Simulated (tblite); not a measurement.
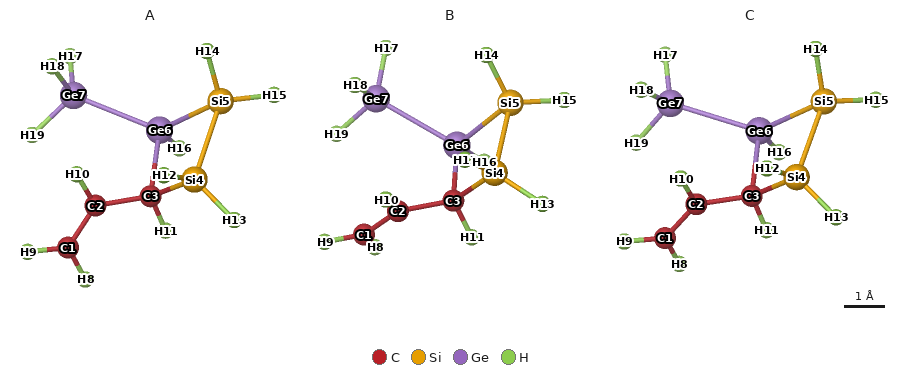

3 geometries from one relaxation of C$_{3}$H$_{12}$Ge$_{2}$Si$_{2}$, in shuffled order. The picture is a ball-and-stick view, seen at a tilt.

Level of theory: tblite 0.8.0, GFN2-xTB geometry optimisation, gas phase. 

Order the frames from highest to lowest energy.

Answer. B, C, A. They are steps 0, 65, 162, at +0.736 eV, +0.025 eV relative to the last. The atom that moves furthest after the best rigid fit is H8 (1.11 Å). By element the largest moves are H 1.11 Å, C 0.42 Å, Ge 0.40 Å, Si 0.35 Å. Near-neighbour distances that change, for instance: Si4–Si5 2.211 → 2.340 Å, Si5–Ge6 2.299 → 2.399 Å, C3–Ge6 1.959 → 2.058 Å, C3–Si4 1.874 → 1.932 Å. Bond angles that change, for instance: Si5–Ge6–Ge7 110.3° → 126.9°, H14–Si5–H15 118.3° → 105.8°, Ge7–Ge6–H16 116.0° → 105.0°. Groups turn about C2–C3 by about 50°, Ge6–Ge7 by about 20°. After 162 geometry steps the energy has fallen by 0.736 eV. Cost: 3.1 s on 1 thread of Arm Neoverse N1, with other jobs on the host.
